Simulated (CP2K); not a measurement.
# GFN2-xTB run of CH5BO2S2 (SMILES CSSB(O)O)

Aim: the vertical electron affinity of CH5BO2S2 at GFN2-xTB, from 2 runs. 

Program for the calculation: CP2K 2026.2.

5 further runs of the same task are left out: 1 that didn't finish, 4 set aside as unsound or not needed.

### Step 1. The system as given

CH5BO2S2: 11 atoms, total charge 0, spin state singlet. As SMILES, `CSSB(O)O`. Geometry: a rough force-field guess. This is one conformer, not always the lowest.

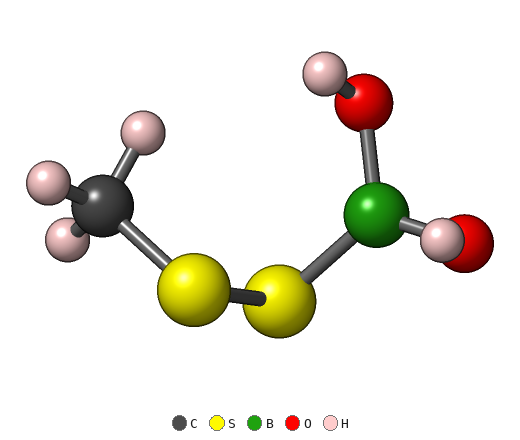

Viewed from a chosen angle; carbon dark grey, sulfur yellow, boron green, oxygen red, hydrogen pink.

### Step 2. Energy and forces at GFN2-xTB

Contents of molecule.xyz:

```xyz
11

C     -0.151100    -1.273500     1.578400
S      1.160400    -0.108700     1.134700
S      1.219800    -0.776400    -0.899900
B      0.283100     0.675200    -1.505200
O      0.858400     1.895900    -1.942000
O     -1.242600     0.548500    -1.593100
H     -0.435300    -1.084800     2.638900
H      0.151900    -2.264500     1.401900
H     -1.086800    -0.989200     0.986900
H      0.896000     2.459000    -1.081200
H     -1.588400     0.861600    -0.698900
```

Contents of mol.inp:

```
&FORCE_EVAL
    METHOD Quickstep
    &DFT
        CHARGE 0
        MULTIPLICITY 1
        &QS
            METHOD XTB
            EPS_DEFAULT 1.0E-10
            &XTB
                GFN_TYPE TBLITE
                &TBLITE
                    METHOD GFN2
                &END TBLITE
                CHECK_ATOMIC_CHARGES F
            &END XTB
        &END QS
        &POISSON
            PERIODIC NONE
            POISSON_SOLVER ANALYTIC
        &END POISSON
        &SCF
            SCF_GUESS ATOMIC
            EPS_SCF 1.0E-06
            MAX_SCF 150
            ADDED_MOS 2
            &DIAGONALIZATION
                ALGORITHM STANDARD
            &END DIAGONALIZATION
            &MIXING
                METHOD DIRECT_P_MIXING
                ALPHA 0.4
            &END MIXING
            &SMEAR ON
                METHOD FERMI_DIRAC
                ELECTRONIC_TEMPERATURE [K] 300
            &END SMEAR
        &END SCF
        &PRINT
            &MOMENTS
                PERIODIC F
                REFERENCE COM
                MAX_MOMENT 1
            &END MOMENTS
            &MO ON
                ENERGIES T
                OCCUPATION_NUMBERS T
                NDIGITS 6
                &EACH
                    QS_SCF 0
                &END EACH
                ADD_LAST NUMERIC
            &END MO
            &HIRSHFELD OFF
            &END HIRSHFELD
        &END PRINT
    &END DFT
    &SUBSYS
        &CELL
            ABC [angstrom] 12.8 14.7 14.6
            PERIODIC NONE
        &END CELL
        &TOPOLOGY
            COORD_FILE_NAME molecule.xyz
            COORD_FILE_FORMAT XYZ
            &CENTER_COORDINATES
            &END CENTER_COORDINATES
        &END TOPOLOGY
    &END SUBSYS
    &PRINT
        &FORCES ON
        &END FORCES
    &END PRINT
&END FORCE_EVAL
&GLOBAL
    PROJECT mol
    RUN_TYPE ENERGY_FORCE
    PRINT_LEVEL MEDIUM
&END GLOBAL
```

Launch:

```sh
$ OMP_NUM_THREADS=1 cp2k.psmp -i mol.inp > mol.out 2>&1
```

The log of the run:

```text
CP2K| version string:                                       CP2K version 2026.2
[...]
 GLOBAL| Method name                                                        CP2K
[...]
 GLOBAL| Run type                                                   ENERGY_FORCE
[...]
                             - Atoms:                                         11
[...]
                             - Spherical basis functions:                     39
[...]
 Number of electrons:                                                         36
[...]
  *** SCF run converged in    18 steps ***
[...]
  Fermi energy:                                                -0.33815196137979
[...]
 TB_DIPOLE| Moment [Debye]         -0.99975455       0.75427846       3.59878589
 TB_DIPOLE| Derivative [a.u.]       0.00000000       0.00000000       0.00000000
[...]
 ENERGY| Total FORCE_EVAL ( QS ) energy [hartree]            -20.588370527252884
 FORCES| Atomic forces [hartree/bohr]
 FORCES|   Atom     x               y               z               |f|
 FORCES|      1 -4.11111540E-02  3.72177928E-02  1.21743044E-02   5.67759172E-02
 FORCES|      2 -2.79629431E-03 -8.87939600E-03 -2.14662504E-02   2.33979238E-02
 FORCES|      3  8.73174330E-03  4.74737394E-03  1.10045997E-02   1.48284226E-02
 FORCES|      4 -4.88966905E-02  2.91669871E-02 -2.49869508E-02   6.21767416E-02
 FORCES|      5 -1.44858808E-02 -1.39360022E-02  6.60788518E-02   6.90685714E-02
 FORCES|      6  5.11262271E-02  1.63294015E-02  4.46072416E-02   6.97878675E-02
 FORCES|      7  9.03373695E-03 -5.77879936E-03 -1.19660476E-02   1.60682675E-02
 FORCES|      8  5.42224526E-03 -1.85377995E-02 -2.89660993E-03   1.95305172E-02
 FORCES|      9  2.33708896E-02 -1.11446400E-02  9.77989361E-03   2.76775685E-02
 FORCES|     10  2.39396089E-03 -1.75855530E-02 -4.61145574E-02   4.94118926E-02
 FORCES|     11  7.21121661E-03 -1.15993654E-02 -3.62144749E-02   3.87044586E-02
 FORCES| Sum    -3.90312782E-17  9.19403442E-17 -2.01227923E-16
 FORCES| Total atomic force                                       2.24653388E-16
[...]
```

It took 0.28 s on 1 thread of Arm Neoverse V1, shared host.

### Step 3. The doublet anion

molecule.xyz is that of step 2.

Contents of run.inp:

```
&GLOBAL
 PROJECT_NAME run
 RUN_TYPE ENERGY_FORCE
 PRINT_LEVEL MEDIUM
&END GLOBAL

&FORCE_EVAL
 METHOD QUICKSTEP
 &DFT
  CHARGE -1
  MULTIPLICITY 2
  LSD T
  &QS
   METHOD XTB
   EPS_DEFAULT 1.0E-10
   &XTB
    GFN_TYPE TBLITE
    &TBLITE
     METHOD GFN2
    &END TBLITE
    CHECK_ATOMIC_CHARGES F
   &END XTB
  &END QS
  &POISSON
   PERIODIC NONE
   POISSON_SOLVER ANALYTIC
  &END POISSON
  &SCF
   SCF_GUESS ATOMIC
   EPS_SCF 1.0E-06
   MAX_SCF 150
   ADDED_MOS 4
   &DIAGONALIZATION
    ALGORITHM STANDARD
   &END DIAGONALIZATION
   &MIXING
    METHOD DIRECT_P_MIXING
    ALPHA 0.4
   &END MIXING
   &SMEAR ON
    METHOD FERMI_DIRAC
    ELECTRONIC_TEMPERATURE [K] 300
   &END SMEAR
  &END SCF
  &PRINT
   &MOMENTS
    PERIODIC F
    REFERENCE COM
    MAX_MOMENT 1
   &END MOMENTS
   &MO ON
    ENERGIES T
    OCCUPATION_NUMBERS T
    NDIGITS 6
    &EACH
     QS_SCF 0
    &END EACH
    ADD_LAST NUMERIC
   &END MO
   &HIRSHFELD OFF
   &END HIRSHFELD
  &END PRINT
 &END DFT
 &SUBSYS
  &CELL
   ABC 12.8 14.7 14.6
   PERIODIC NONE
  &END CELL
  &TOPOLOGY
   COORD_FILE_NAME molecule.xyz
   COORD_FILE_FORMAT XYZ
   &CENTER_COORDINATES
   &END CENTER_COORDINATES
  &END TOPOLOGY
 &END SUBSYS
 &PRINT
  &FORCES ON
  &END FORCES
 &END PRINT
&END FORCE_EVAL
```

Launch:

```sh
$ OMP_NUM_THREADS=1 cp2k.psmp -i run.inp -o run.out
```

The log of the run:

```text
CP2K| version string:                                       CP2K version 2026.2
[...]
 GLOBAL| Method name                                                        CP2K
[...]
 GLOBAL| Run type                                                   ENERGY_FORCE
[...]
                             - Atoms:                                         11
[...]
                             - Spherical basis functions:                     39
[...]
 Number of electrons:                                                         19
[...]
  *** SCF run converged in    17 steps ***
[...]
  Fermi energy:                                                -0.09570013075669
[...]
 TB_DIPOLE| Moment [Debye]         -1.39648673       1.20116078       2.18049565
 TB_DIPOLE| Derivative [a.u.]       0.00000000       0.00000000       0.00000000
[...]
 ENERGY| Total FORCE_EVAL ( QS ) energy [hartree]            -20.791843873606940
 FORCES| Atomic forces [hartree/bohr]
 FORCES|   Atom     x               y               z               |f|
 FORCES|      1 -3.83991107E-02  3.80911038E-02  7.24152878E-03   5.45698051E-02
 FORCES|      2  4.23541023E-03  1.23293232E-02  5.52103743E-02   5.67286201E-02
 FORCES|      3 -8.94438722E-03  8.60064209E-03 -5.49174800E-02   5.63018891E-02
 FORCES|      4 -2.23683066E-02 -2.06431711E-02 -1.47578286E-02   3.38271364E-02
 FORCES|      5 -6.57206361E-03  1.33753564E-02  5.29341351E-02   5.49919525E-02
 FORCES|      6  2.37930721E-02  1.86488686E-02  3.86028286E-02   4.90313059E-02
 FORCES|      7  8.65675944E-03 -5.93477574E-03 -1.07782010E-02   1.50442901E-02
 FORCES|      8  4.63542018E-03 -1.96257295E-02 -4.11515371E-03   2.05813233E-02
 FORCES|      9  2.15400628E-02 -1.19230064E-02  7.60829640E-03   2.57685576E-02
 FORCES|     10  2.93648554E-03 -2.02950919E-02 -4.28904964E-02   4.75405972E-02
 FORCES|     11  1.04866579E-02 -1.26235195E-02 -3.41380035E-02   3.78777840E-02
 FORCES| Sum    -9.02056208E-17 -1.04083409E-17  0.00000000E+00
 FORCES| Total atomic force                                       9.08041165E-17
[...]
```

Wall time 0.3 s (1 thread of Arm Neoverse V1, shared host).

### Step 4. Results

At GFN2-xTB:

| quantity | value |
| --- | --- |
| singlet CH5BO2S2: total energy | -20.58837 Eh |
| singlet CH5BO2S2: dipole moment (from atomic charges alone) | 3.81 D |
| singlet CH5BO2S2: HOMO energy | -10.49 eV |
| singlet CH5BO2S2: LUMO energy | -8.32 eV |
| singlet CH5BO2S2: HOMO–LUMO gap | 2.16 eV |
| singlet CH5BO2S2: largest force on an atom | 3.589 eV/Å |
| doublet anion: total energy | -20.79184 Eh |
| doublet anion: HOMO energy (highest over α and β) | -2.75 eV |
| doublet anion: LUMO energy (lowest over α and β) | -2.46 eV |
| doublet anion: largest force on an atom | 2.917 eV/Å |
| vertical electron affinity (to the doublet anion) | 5.537 eV |

In words: At fixed nuclei the extra electron is bound by 5.54 eV (128 kcal/mol). The largest force (singlet CH5BO2S2) is 3.59 eV/Å: the shape isn't a stationary point for this species at this level. A minimal valence basis can't be trusted even for the sign of an electron affinity. xTB total energies overstate such differences by several eV unless an empirical shift is taken off; none is applied here. The dipole (singlet CH5BO2S2) comes from point charges on the atoms alone, without atomic dipoles, so it is partial.
